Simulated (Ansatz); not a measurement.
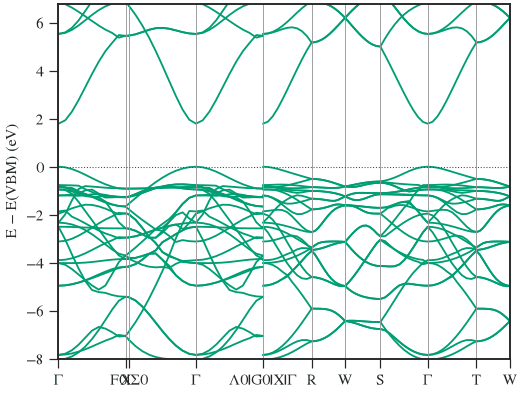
Figure. Band structure from DFT-r²SCAN in the program Ansatz with PAW potentials

Problem. Read off the gap and where the band edges lie.

Solution. About 1.8 eV (1.79 eV by a search for the band edges); maximum at Γ, minimum at Γ.

Problem. Which compound is it?
A. SnO2, rutile
B. BaGaHO2, P4/mmm (Ba on 1d, Ga on 1a, O on 2f, H on 1b)
C. BaTiO3, P4mm (Ba on 1b, Ti on 1a, O on 2c, O on 1a)
D. SiSnO3, P4mm (Si on 1b, Sn on 1a, O on 1b, O on 2c)

Solution. A, SnO2, rutile

Space group P4_2/mnm (rutile). The r²SCAN relaxation kept the symmetry of its start. Point labels and valley counts follow the cell and symmetry of the run, lower than the named group. Spin–orbit coupling is left out wherever it is not named.

Potentials: the earlier of the program's two PAW sets.
